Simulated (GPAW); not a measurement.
**NaI (Fm-3m): G0W0 with GPAW, start to end**

How does a plane-wave GW calculation on NaI (Fm-3m) run from the first input to the gap?

Main program and level: GPAW 26.7.0; LDA and many-body steps on it, plane waves.

### Step 1. The structure

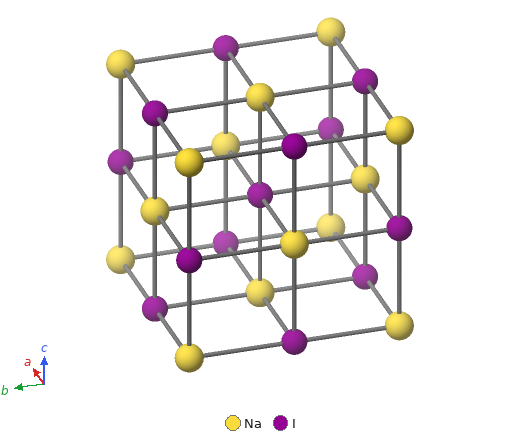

Start, viewed from a free direction; sodium yellow, iodine purple. This picture shows the conventional cell, with its axes. Some periodic images of atoms are drawn too.

The cell and positions come from the Crystallography Open Database and are kept as given unless a step says otherwise. Spin-orbit coupling is left out unless a step names it.

### Step 2. Ground state

This step: GPAW 26.7.0; DFT, LDA, plane waves, PAW.

The ground-state density comes first.

Input file run.py:

```python
import json
import numpy as np
from gpaw.mpi import world
from ase import Atoms
from gpaw import GPAW, PW, FermiDirac

atoms = Atoms(['Na', 'I'],
    cell=[[0.0000000000, 3.2364000000, 3.2364000000],
      [3.2364000000, 0.0000000000, 3.2364000000],
      [3.2364000000, 3.2364000000, 0.0000000000]],
    scaled_positions=[[0.0000000000, 0.0000000000, 0.0000000000],
      [0.5000000000, 0.5000000000, 0.5000000000]],
    pbc=(True, True, True))
calc = GPAW(mode=PW(450),
    xc='LDA',
    kpts={'size': (6, 6, 6), 'gamma': True},
    occupations=FermiDirac(0.001),
    nbands=-7,
    convergence={'density': 1e-6, 'bands': -3},
    maxiter=100,
    txt='gs.txt')
atoms.calc = calc
res = {'energy': atoms.get_potential_energy()}
kpts = calc.get_ibz_k_points()
res['kpts'] = kpts
res['eigenvalues'] = [calc.get_eigenvalues(kpt=k) for k in range(len(kpts))]
res['n_electrons'] = calc.get_number_of_electrons()
calc.write('gs.gpw')

if world.rank == 0:
    with open('result.json', 'w') as f:
        json.dump(res, f, default=lambda x: x.tolist())
```

Command:

```bash
> mpirun -n 4 gpaw python run.py
```

Numbers of over 12 decimals in the logs are rounded to 6 here.

The log of the run:

```text
__  _  _
 | _ |_)|_||  |
 |__||  | ||/\| - 26.7.0

Input parameters:
  mode=PW(ecut=450.000000),
  convergence={'density': 1e-06, 'bands': -3},
  kpts=MonkhorstPack(size=(6, 6, 6), gamma=True),
  maxiter=100,
  nbands=-7,
  occupations=Occupations(name='fermi-dirac', width=0.001, fixmagmom=False),
  xc=XC(name='LDA')
  [... matrices ...]
Diagonalizing LCAO Hamiltonian
Converting LCAO to pw mode

                 I

       Na

Atoms  # Å, Bohr magnetons
|   | symbol |        x |        y |        z |    initial magnetic moments |
| 0 |     Na | 0.000000 | 0.000000 | 0.000000 | ( 0.0000,  0.0000,  0.0000) |
| 1 |      I | 3.236400 | 3.236400 | 3.236400 | ( 0.0000,  0.0000,  0.0000) |

Unit cell  # Å
| periodic |        x |        y |        z |  lengths |    angles |
|      yes | 0.000000 | 3.236400 | 3.236400 | 4.576961 | 60.000000 |
|      yes | 3.236400 | 0.000000 | 3.236400 | 4.576961 | 60.000000 |
|      yes | 3.236400 | 3.236400 | 0.000000 | 4.576961 | 60.000000 |

Number of symmetries: 48
Symmetry operations  # r_c * U_cc + t_c -> r_c
|    | kind |            matrix            |
|  0 |  σ   |  1, 0, 0,  1, 0,-1,  1,-1, 0 |
|  1 |  C2  |  1, 0, 0,  1,-1, 0,  1, 0,-1 |
|  2 |  E   |  1, 0, 0,  0, 1, 0,  0, 0, 1 |
|  3 |  σ   |  1, 0, 0,  0, 0, 1,  0, 1, 0 |
|  4 |  C4  |  1, 0,-1,  1, 0, 0,  1,-1, 0 |
|  5 |  S6  |  1, 0,-1,  1,-1, 0,  1, 0, 0 |
|  6 |  σ   |  1, 0,-1,  0, 1,-1,  0, 0,-1 |
|  7 |  C3  |  1, 0,-1,  0, 0,-1,  0, 1,-1 |
|  8 |  S6  |  1,-1, 0,  1, 0, 0,  1, 0,-1 |
|  9 |  C4  |  1,-1, 0,  1, 0,-1,  1, 0, 0 |
| 10 |  C3  |  1,-1, 0,  0,-1, 1,  0,-1, 0 |
| 11 |  σ   |  1,-1, 0,  0,-1, 0,  0,-1, 1 |
| 12 |  σ   |  0, 1, 0,  1, 0, 0,  0, 0, 1 |
| 13 |  C4  |  0, 1, 0,  0, 1,-1, -1, 1, 0 |
| 14 |  C3  |  0, 1, 0,  0, 0, 1,  1, 0, 0 |
| 15 |  S6  |  0, 1, 0, -1, 1, 0,  0, 1,-1 |
| 16 |  C2  |  0, 1,-1,  1, 0,-1,  0, 0,-1 |
| 17 |  σ   |  0, 1,-1,  0, 1, 0, -1, 1, 0 |
| 18 |  S4  |  0, 1,-1,  0, 0,-1,  1, 0,-1 |
| 19 |  C4  |  0, 1,-1, -1, 1, 0,  0, 1, 0 |
| 20 |  C3  |  0, 0, 1,  1, 0, 0,  0, 1, 0 |
| 21 |  σ   |  0, 0, 1,  0, 1, 0,  1, 0, 0 |
| 22 |  S6  |  0, 0, 1,  0,-1, 1, -1, 0, 1 |
| 23 |  C4  |  0, 0, 1, -1, 0, 1,  0,-1, 1 |
| 24 |  S4  |  0, 0,-1,  1, 0,-1,  0, 1,-1 |
| 25 |  C3  |  0, 0,-1,  0, 1,-1,  1, 0,-1 |
| 26 |  C2  |  0, 0,-1,  0,-1, 0, -1, 0, 0 |
| 27 |  S6  |  0, 0,-1, -1, 0, 0,  0,-1, 0 |
| 28 |  S4  |  0,-1, 1,  1,-1, 0,  0,-1, 0 |
| 29 |  C4  |  0,-1, 1,  0, 0, 1, -1, 0, 1 |
| 30 |  C2  |  0,-1, 1,  0,-1, 0,  1,-1, 0 |
| 31 |  σ   |  0,-1, 1, -1, 0, 1,  0, 0, 1 |
| 32 |  C3  |  0,-1, 0,  1,-1, 0,  0,-1, 1 |
| 33 |  S6  |  0,-1, 0,  0, 0,-1, -1, 0, 0 |
| 34 |  S4  |  0,-1, 0,  0,-1, 1,  1,-1, 0 |
| 35 |  C2  |  0,-1, 0, -1, 0, 0,  0, 0,-1 |
| 36 |  C2  | -1, 1, 0,  0, 1, 0,  0, 1,-1 |
| 37 |  S6  | -1, 1, 0,  0, 1,-1,  0, 1, 0 |
| 38 |  S4  | -1, 1, 0, -1, 0, 1, -1, 0, 0 |
| 39 |  C3  | -1, 1, 0, -1, 0, 0, -1, 0, 1 |
| 40 |  S6  | -1, 0, 1,  0, 0, 1,  0,-1, 1 |
| 41 |  C2  | -1, 0, 1,  0,-1, 1,  0, 0, 1 |
| 42 |  C3  | -1, 0, 1, -1, 1, 0, -1, 0, 0 |
| 43 |  S4  | -1, 0, 1, -1, 0, 0, -1, 1, 0 |
| 44 |  C2  | -1, 0, 0,  0, 0,-1,  0,-1, 0 |
| 45 |  i   | -1, 0, 0,  0,-1, 0,  0, 0,-1 |
| 46 |  σ   | -1, 0, 0, -1, 1, 0, -1, 0, 1 |
| 47 |  C2  | -1, 0, 0, -1, 0, 1, -1, 1, 0 |

BZ-sampling:
  Number of BZ points: 216
  Number of IBZ points: 16

  Monkhorst-Pack size: [6, 6, 6]
  Monkhorst-Pack shift: [0.083333, 0.083333, 0.083333]

K-points  # in reciprocal-cell coordinates
|     |                                coordinates |     weight |
|   0 | (  0.00000000,   0.00000000,   0.00000000) | 0.00462963 |
|   1 | (  0.16666667,   0.16666667,   0.00000000) | 0.02777778 |
|   2 | (  0.16666667,   0.16666667,   0.16666667) | 0.03703704 |
|   3 | (  0.33333333,   0.16666667,   0.16666667) | 0.05555556 |
|   4 | (  0.33333333,   0.33333333,  -0.33333333) | 0.05555556 |
|   5 | (  0.33333333,   0.33333333,   0.00000000) | 0.02777778 |
|   6 | (  0.33333333,   0.33333333,   0.16666667) | 0.11111111 |
|   7 | (  0.33333333,   0.33333333,   0.33333333) | 0.03703704 |
|   8 | (  0.50000000,   0.33333333,  -0.33333333) | 0.11111111 |
|   9 | (  0.50000000,   0.33333333,  -0.16666667) | 0.05555556 |
| ... |                                            |            |
|  15 | (  0.50000000,   0.50000000,   0.50000000) | 0.01851852 |

Plane wave coefficients: 1484
Cutoff: 450.000000 eV

Spin-components: 1 (collinear spins)
Bands:           14
Projectors:      10
Spin-degeneracy: 2
Datatype:        complex128

  Storage: CPU
  Wave functions: 5_229_056 bytes (1_307_264 per core)
  Projectors: 7_843_584 bytes (1_960_896 per core)
  [... matrices ...]
Parallelization:
  kpt:    4
  domain: 1
  band:   1

Density:
  Valence electrons: 14.0
  Components: 1
  Grid points: [24 24 24]
  Charge: 0.0  # |e|

Potential:
  Grid points: [24 24 24]

species:
  Na:
    name:    Sodium
    Z:       11.0
    valence: 7
    core:    4
    charge:  0.0  # [|e|]
    compensation charges:
      type: gauss
      rc: 0.37  # [Å]
      lmax: 2
    cutoffs:
      filter: 2.17  # [Å]
      core: 2.59  # [Å]
    projectors
    | kind |    occ | energy [eV] | rcut [Å] |
    |   3s |  1.000 |      -2.819 |    1.201 |
    |   2p |  6.000 |     -28.826 |    1.217 |
    |   3p |  0.000 |      -0.774 |    1.217 |
    |    s |        |      24.392 |    1.201 |
    |    d |        |       0.000 |    1.238 |

    Using partial waves for Na as LCAO basis

  I:
    name:    Iodine
    Z:       53.0
    valence: 7
    core:    46
    charge:  0.0  # [|e|]
    compensation charges:
      type: gauss
      rc: 0.37  # [Å]
      lmax: 2
    cutoffs:
      filter: 2.06  # [Å]
      core: 2.90  # [Å]
    projectors
    | kind |    occ | energy [eV] | rcut [Å] |
    |   5s |  2.000 |     -17.626 |    1.164 |
    |   5p |  5.000 |      -7.241 |    1.164 |
    |    s |        |       9.585 |    1.164 |
    |    p |        |      19.970 |    1.164 |
    |    d |        |       0.000 |    1.164 |

    Using partial waves for I as LCAO basis

Reference energy: -197782.193773  # eV

eigensolver:
  PPCG
  Converge bands: -3
  niter=2

density mixing:
  MSR1-Mixer
  Pratt-step length: 0.05
  Maximum mixing coefficient: 0.75
  Old densities: 10
  SVD Regularization: 0.005
  Good broyden scale: 1.0
  Trust region scale: 1.0
  Backstep threshold: 4.0
  History deletion threshold: 6.0
  Fourier metric: weight=20.0, sigma=0.015

occupation numbers:
  Fermi-Dirac:
    width: 0.0010  # eV

poisson solver:
  ecut: 3600.000000  # eV

xc functional:
  name: None

Initialization done in: 0.831 s

convergence criteria:
- Maximum integral of absolute [dens]ity change: 1e-06 electrons / valence electron
- Maximum [total energy] change in last 3 cyles: 0.0005 eV / valence electron
- Maximum integral of absolute [eigenst]ate change: 4e-08 eV^2 / valence electron
maximum number of iterations: 100

SCF iterations
|iter     |     time |      energy | eigst |  dens |
|iter:   1|  |   -6.022325 | +0.72 |       |
|iter:   2|  |   -6.018046 | -0.22 | -1.44 |
|iter:   3|  |   -5.994031 | -1.84 | -1.47 |
|iter:   4|  |   -5.994025 | -3.05 | -2.08 |
|iter:   5|  |   -5.994047c| -4.13 | -2.77 |
|iter:   6|  |   -5.994049c| -6.35 | -3.46 |
|iter:   7|  |   -5.994049c| -7.88c| -4.40 |
|iter:   8|  |   -5.994049c| -8.16c| -5.27 |
|iter:   9|  |   -5.994049c| -9.03c| -5.70 |
|iter:  10|  |   -5.994049c| -9.51c| -6.51c|

Converged in 10 steps
SCF loop duration: 1.312 s (0.131 s/step)
Energy contributions relative to reference atoms: (reference = -197782.193773)
  [... matrices ...]
Energy contributions:
  Kinetic:           7.183255
  Coulomb:          -7.457655
  Zero:             -0.048522
  External:          0.000000
  Xc:               -5.671126
  Entropy:          -0.000000
  Spinorbit:         0.000000
  ----------------------------
  Free energy:      -5.994049
  Extrapolated:     -5.994049

dipole moment: (-6.095247, -6.095247, -6.095247)  # |e|*Ang

Fermi level: 2.010
Eigenvalues  # (at kpt = [0.000, 0.000, 0.000])
| band index |      eig [eV] | occ [0-2] |
|          0 |       -21.962 |     2.000 |
|          1 |       -21.962 |     2.000 |
|          2 |       -21.962 |     2.000 |
|          3 |       -10.653 |     2.000 |
|          4 |         0.450 |     2.000 |
|          5 |         0.450 |     2.000 |
|          6 |         0.450 |     2.000 |
|          7 |         3.795 |     0.000 |
|          8 |         8.289 |     0.000 |
|          9 |         8.289 |     0.000 |
|         10 |         8.289 |     0.000 |
|         11 |        10.192 |     0.000 |
|         12 |        10.192 |     0.000 |
|         13 |        10.791 |     0.000 |

Gap: 3.345 eV
Transition (v -> c):
  (s=0, k=0, n=6, [0.00, 0.00, 0.00]) -> (s=0, k=0, n=7, [0.00, 0.00, 0.00])
No difference between direct/indirect transitions
# Writing to gs.gpw (mode='')
  [... matrices ...]
```

Wall time 3.7 s (4 MPI ranks of Arm Neoverse V2, shared host); peak memory 0.51 GiB.

Numbers from this step:

- total energy: -5.994 eV
- gap: 3.345 eV
- k of the valence top: 0, 0, 0
- k of the conduction bottom: 0, 0, 0
- least direct gap: 3.345 eV

The gap is direct, at Γ.

### Step 3. Empty states on the mesh, 4×4×4 mesh, 163 bands

The sums over transitions need many empty states on a uniform mesh; this step solves for them.

Input file run.py:

```python
import json
import numpy as np
from gpaw.mpi import world
from gpaw import GPAW

calc = GPAW('gs.gpw').fixed_density(kpts={'size': (4, 4, 4), 'gamma': True},
    parallel={'domain': 1, 'band': 1},
    txt='nscf.txt')
calc.diagonalize_full_hamiltonian(nbands=163)
calc.write('full.gpw', mode='all')
res = {}
kpts = calc.get_ibz_k_points()
res['kpts'] = kpts
res['eigenvalues'] = [calc.get_eigenvalues(kpt=k) for k in range(len(kpts))]
res['n_electrons'] = calc.get_number_of_electrons()

if world.rank == 0:
    with open('result.json', 'w') as f:
        json.dump(res, f, default=lambda x: x.tolist())
```

Command:

```bash
> mpirun -n 4 gpaw python run.py
```

The log of the run:

```text
Diagonalizing LCAO Hamiltonian
Converting LCAO to pw mode
convergence criteria:
- Maximum integral of absolute [eigenst]ate change: 4e-08 eV^2 / valence electron
maximum number of iterations: 100

SCF iterations
|iter     |     time |      energy | eigst |  dens |
|iter:   1|  |             | +0.64 |       |
|iter:   2|  |             | +0.08 |       |
|iter:   3|  |             | -1.14 |       |
|iter:   4|  |             | -3.12 |       |
|iter:   5|  |             | -5.28 |       |
|iter:   6|  |             | -7.09 |       |
|iter:   7|  |             | -8.16c|       |
SCF steps: 7
  __  _  _
 | _ |_)|_||  |
 |__||  | ||/\| - 26.7.0

Input parameters:
  mode=PW(ecut=450.000000),
  convergence={'density': 1e-06, 'bands': -3},
  gpts=array([24, 24, 24]),
  kpts=MonkhorstPack(size=(4, 4, 4), gamma=True),
  maxiter=100,
  nbands=14,
  occupations=Occupations(name='fermi-dirac', width=0.001, fixmagmom=False),
  parallel={'domain': 1, 'band': 1},
  xc=XC(name='LDA')
Matrix size: 1475x1475
# Writing to full.gpw (mode='all')
  [... matrices ...]

timing:  # [seconds]
  Total: 14.187  # ━━━━━━━━━━━━━━━━━━━━━━━━━━━━━━━━━━━━━━━━━━━━━━━━━━━━━━━━━━
```

The job ended after 17 s (4 MPI ranks; peak memory 1.3 GiB; 68 s of CPU time).

This step gave:

```yaml
gap: 3.345 eV
k_of_the_valence_top: 0, 0, 0
k_of_the_conduction_bottom: 0, 0, 0
least_direct_gap: 3.345 eV
k_points_computed: 8
lowest_point_of_the_top_converged_band_above_the_valence_top: 93.5616 eV
```

On this mesh the gap is 3.345 eV.

### Step 4. Screening and self-energy, 4×4×4 mesh, 153 bands, screening to 100 eV

Now the one-shot GW correction: screening in the RPA, then the self-energy of the levels asked for.

This step: G0W0 on LDA, plane waves, PAW.

Input file run.py:

```python
import json
import numpy as np
from gpaw.mpi import world
from gpaw.response.g0w0 import G0W0

gw = G0W0('full.gpw',
    filename='gw',
    kpts=[0],
    bands=(5, 9),
    ecut=100,
    nbands=153,
    integrate_gamma='WS',
    ppa=True)
gw.calculate()
res = {mode: {k: v for k, v in r.items() if k != 'sigma_eskwn'}
       for mode, r in gw.all_results.items()}

if world.rank == 0:
    with open('result.json', 'w') as f:
        json.dump(res, f, default=lambda x: x.tolist())
```

Command:

```bash
> mpirun -n 4 gpaw python run.py
```

The log of the run:

```text
Using integrator: PointIntegrator
FrequencyGridDescriptor(from 0.000+0.000j to 0.000+27.211j eV, 2 points)
Nonperiodic BCs:  [False False False]
Using integrator: PointIntegrator
FrequencyGridDescriptor(from 0.000+0.000j to 0.000+27.211j eV, 2 points)
Nonperiodic BCs:  [False False False]
  ___  _ _ _
 |   || | | |
 | | || | | |
 |__ ||_____|
 |___|

BZ k-points: Symmetries present (total): 48

  [... matrices ...]
64 k-points: 4 x 4 x 4 Monkhorst-Pack grid + [1/8,1/8,1/8]
8 k-points in the irreducible part of the Brillouin zone
       k-points in crystal coordinates                weights
   0:     0.00000000    0.00000000    0.00000000          1/64
   1:     0.25000000    0.25000000    0.00000000          6/64
   2:     0.25000000    0.25000000    0.25000000          8/64
   3:     0.50000000    0.25000000   -0.25000000          6/64
   4:     0.50000000    0.25000000    0.25000000         12/64
   5:     0.50000000    0.50000000    0.00000000          3/64
   6:     0.50000000    0.50000000    0.25000000         24/64
   7:     0.50000000    0.50000000    0.50000000          4/64

Distributing spins, k-points and bands (1 x 1 x 4) over 4 processes
Number of blocks: 1

Quasi particle states:
k-points (IBZ indices): [0]
Band range: (5, 9)
  [... matrices ...]
Computational parameters:
Plane wave cut-off: 100 eV
Number of bands: 153
Coulomb cutoff: None
Broadening: 0.1 eV

fxc modes: GW
Kernel: RPA
Using Godby-Needs plasmon-pole approximation:
  Fitting energy: i*E0, E0 = 1.000 Hartree
Summing all q:

Calculating screened Coulomb potential
No Coulomb truncation
FrequencyGridDescriptor(from 0.000+0.000j to 0.000+27.211j eV, 2 points)
Removing empty qpoint cache files...

Calculating chi0 body with:
    Ground state adapter containing:
    Number of spins: 1
    Number of kpoints: 64
    Number of irreducible kpoints: 8
    Number of completely occupied states: 7
    Number of partially occupied states: 7
    Occupied states memory: 1.4765625 M / cpu

    Linear response parametrization:
    q_c: [0.0, 0.0, 0.0]
    Number of frequency points: 2
    Planewave cutoff: 100.0
    Number of bands: 153
    Number of planewaves: 169
    Broadening (eta): 1e-06
    comm.size: 4
    kncomm.size: 4
    blockcomm.size: 1

    Memory estimate of potentially large arrays:
        chi0_wGG: 0.871613 M / cpu
Integrating chi0 body.

Symmetries of q_c:
    Direct symmetries (Uq -> q): 48
    Indirect symmetries (TUq -> q): 0
In total 48 allowed symmetries.

  [... matrices ...]
8 groups of equivalent kpoints. 87.5% reduction.

Integral kind: response function
Integrating chi0 head and wings.

Symmetries of q_c:
    Direct symmetries (Uq -> q): 48
    Indirect symmetries (TUq -> q): 0
In total 48 allowed symmetries.

  [... matrices ...]
8 groups of equivalent kpoints. 87.5% reduction.

Integral kind: response function wings

Calculating chi0 body with:
    Ground state adapter containing:
    Number of spins: 1
    Number of kpoints: 64
    Number of irreducible kpoints: 8
    Number of completely occupied states: 7
    Number of partially occupied states: 7
    Occupied states memory: 1.4765625 M / cpu

    Linear response parametrization:
[... the further q-points ...]

Results:
f:      Occupation numbers
eps:     KS-eigenvalues [eV]
vxc:     KS vxc [eV]
exx:     Exact exchange [eV]
sigma:   Self-energies [eV]
dsigma:  Self-energy derivatives
Z:       Renormalization factors
qp:      QP-energies [eV]

k-point 0 (0): (0.000, 0.000, 0.000)                GW
band       f     eps     vxc     exx   sigma  dsigma       Z      qp
                                                                   GW
   5   1.000   0.450 -14.843 -17.553   1.392  -0.236   0.809  -0.616
   6   1.000   0.450 -14.843 -17.553   1.392  -0.236   0.809  -0.616
   7   0.000   3.795  -9.635  -5.434  -3.001  -0.187   0.842   4.805
   8   0.000   8.289  -8.164  -3.700  -3.419  -0.202   0.832   9.159
```

It took 50 s on 4 MPI ranks; peak memory 1.2 GiB.

Numbers from this step:

```yaml
g0w0_gap_on_the_points_computed: 5.421 eV
least_direct_g0w0_gap_on_the_computed_points: 5.421 eV
z_at_the_valence_top: 0.8088
z_at_the_conduction_bottom: 0.8421
starting_gap_on_the_mesh: 3.345 eV
k_of_the_valence_top: 0, 0, 0
k_of_the_conduction_bottom: 0, 0, 0
```

The gap on the mesh goes from 3.34 eV to 5.42 eV, a correction of +2.08 eV.

Limits: finite bands, cutoff and mesh; no spin-orbit coupling. v1 is the top filled band, c1 the lowest empty one. Levels before and after the correction, in eV, zero at the valence-band top of each column:

|  | conduction bottom | valence top |
| --- | --- | --- |
| Kohn-Sham | 3.34 | 0.00 |
| G0W0 | 5.42 | 0.00 |

|  | level | energy (eV) |
| --- | --- | --- |
| Kohn-Sham | Γ v2-v1 | 0.000 |
| Kohn-Sham | Γ c1 | 3.345 |
| Kohn-Sham | Γ c2 | 7.839 |
| G0W0 | Γ v2-v1 | 0.000 |
| G0W0 | Γ c1 | 5.421 |
| G0W0 | Γ c2 | 9.775 |

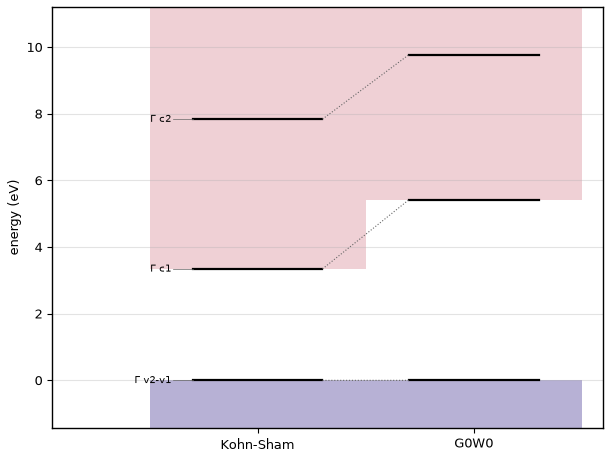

Levels before and after the correction. Shaded: valence and conduction bands.

### Step 5. Where the time went

Times are wall times on 4 MPI ranks of Arm Neoverse V2, shared host, good to a factor of about two.

| step | time | share | memory (GiB) |
| --- | --- | --- | --- |
| ground state | 3.7 s | 5 % | 0.51 |
| empty states on the mesh | 17 s | 24 % | 1.3 |
| screening and self-energy | 50 s | 70 % | 1.2 |

### Step 6. Results

```yaml
lda_gap: 3.34 eV, direct
g0w0_gap_on_the_mesh: 5.42 eV
gw_settings: 4×4×4 mesh, 153 bands, screening to 100 eV, Godby-Needs plasmon pole
known_limits: not at the basis limit; no spin-orbit coupling
```

What this shows: G0W0 moves the gap on the mesh from 3.34 eV to 5.42 eV (+2.08 eV), with Z of 0.81 and 0.84 at the edges. Only 1 of the mesh's irreducible points was corrected, so a valley elsewhere could overtake. The dearest step here is «screening and self-energy». Bands and cutoff are finite, so the gap is not at the basis limit. The miss can reach some tenths of an eV and take either sign; the mesh is an error of its own. These stock PAW sets were not made for GW; the filled d or f shell of I lies in the frozen core, which bears on start and correction. In the G0W0 run levels were corrected at 1 k point alone, so a gap called «on the mesh» is the least over those, and an edge elsewhere would be missed. The many-body steps are scalar-relativistic: spin-orbit coupling is not in them.

[Paths, hosts, dates, memory and timing lines, banners, echoed tables and standing remarks are left out of the program output.]

[Logs are printed without paths, hosts, clocks, repeated set-up lines and the standing remarks that a program may print on its own settings, such as how far it seeks lower states.]

[Runs of the session that timed out or met a known fault of the program may be left out.]

[Hosts, paths, dates, database ids (printed as entryN), source tags and the programs' standing remarks are cut or masked in the printed files.]
